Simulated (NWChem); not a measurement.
# InH3 (SMILES [InH3]) at BLYP/3-21G

Aim: energy and forces of InH3. 

The results are computed with NWChem 7.3.0.

1 further run of the same task is left out (set aside as unsound or not needed).

**1. The structure to begin with**

InH3: 4 atoms, total charge 0, spin state singlet. As SMILES, `[InH3]`. Geometry: relaxed at PBE0-D4/def2-TZVP.

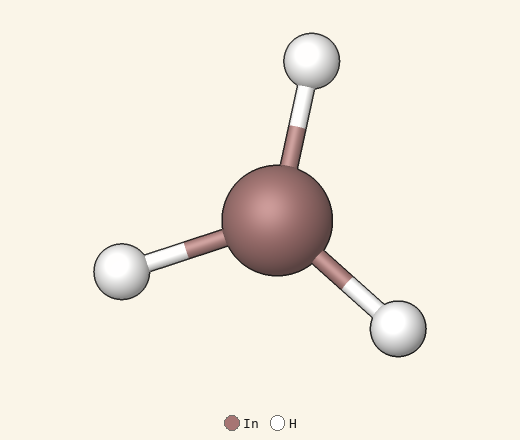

The structure, seen from a chosen angle (indium brown, hydrogen white).

**2. Energy and gradient at BLYP/3-21G**

The input, run.py:

```python
from ase import Atoms
from ase.calculators.nwchem import NWChem

atoms = Atoms(['In', 'H', 'H', 'H'], positions=[
    [0.013900, -0.015100, -0.005100],
    [0.415500, 1.516000, 0.678200],
    [-1.095600, -0.107300, -1.321400],
    [0.721800, -1.454000, 0.628000],
])

calc = NWChem(
    label='a',
    theory='dft',
    memory='2200 mb',
    basis='3-21G',
    basispar='spherical bse',
    dft={'xc': 'becke88 lyp', 'mult': '1', 'grid': 'xfine', 'convergence': 'energy 1e-08', 'iterations': '100', 'mulliken': None},
)
atoms.calc = calc

forces = atoms.get_forces()
print(f"energy = {atoms.get_potential_energy():.6f} eV")
print("forces (eV/A):")
for s, f in zip(atoms.symbols, forces):
    print(f"{s:2s} {f[0]:10.5f} {f[1]:10.5f} {f[2]:10.5f}")
print("dipole (e A):", atoms.get_dipole_moment().round(4))
```

Run with:

```sh
$ export ASE_NWCHEM_COMMAND="nwchem PREFIX.nwi > PREFIX.nwo"
$ python run.py
```

The program printed:

```text
energy = -155620.676130 eV
forces (eV/A):
In    0.00057    0.00031    0.00082
H     0.17046    0.64972    0.28997
H    -0.47164   -0.03918   -0.55957
H     0.30061   -0.61089    0.26878
dipole (e A): [-0. -0. -0.]
```

The calculator wrote a.nwi:

```
title "a"

permanent_dir a

scratch_dir a

start a

geometry units angstrom nocenter noautosym noautoz
  In 1.3899999999999999e-02 -1.5100000000000001e-02 -5.1000000000000004e-03
  H  4.1549999999999998e-01 1.5160000000000000e+00 6.7820000000000003e-01
  H  -1.0955999999999999e+00 -1.0730000000000001e-01 -1.3213999999999999e+00
  H  7.2180000000000000e-01 -1.4540000000000000e+00 6.2800000000000000e-01
end

memory 2200 mb

basis spherical bse noprint
   * library 3-21G
end

dft
  xc becke88 lyp
  mult 1
  grid xfine
  convergence energy 1e-08
  iterations 100
  mulliken
end

task dft gradient
```

a.nwo (excerpt; [...] marks lines left out):

```text
[...]
         Total DFT energy =    -5718.954410886807
[...]
  wavefunction    = closed shell
                         DFT ENERGY GRADIENTS
    atom               coordinates                        gradient
                 x          y          z           x          y          z
   1 In      0.026267  -0.028535  -0.009638   -0.000011  -0.000006  -0.000016
   2 H       0.785181   2.864825   1.281612   -0.003315  -0.012635  -0.005639
   3 H      -2.070384  -0.202768  -2.497084    0.009172   0.000762   0.010882
   4 H       1.364004  -2.747662   1.186748   -0.005846   0.011880  -0.005227
[...]
```

Wall time 4.5 s (1 thread of AMD EPYC 9R14 (Zen 4), shared host); peak memory 0.12 GiB.

**3. Results**

Level: BLYP/3-21G.

```
                quantity           value
            total energy  -5718.95441 Eh
           dipole moment          0.00 D
             HOMO energy        -6.79 eV
             LUMO energy        -2.52 eV
           HOMO–LUMO gap         4.27 eV
largest force on an atom      0.733 eV/Å
```

**Reading.** Mulliken charges run from -0.12 on H2 to +0.36 on In1. The largest force is 0.73 eV/Å: the shape isn't a stationary point for this species at this level. Relativity is left out although the molecule holds a heavy atom.
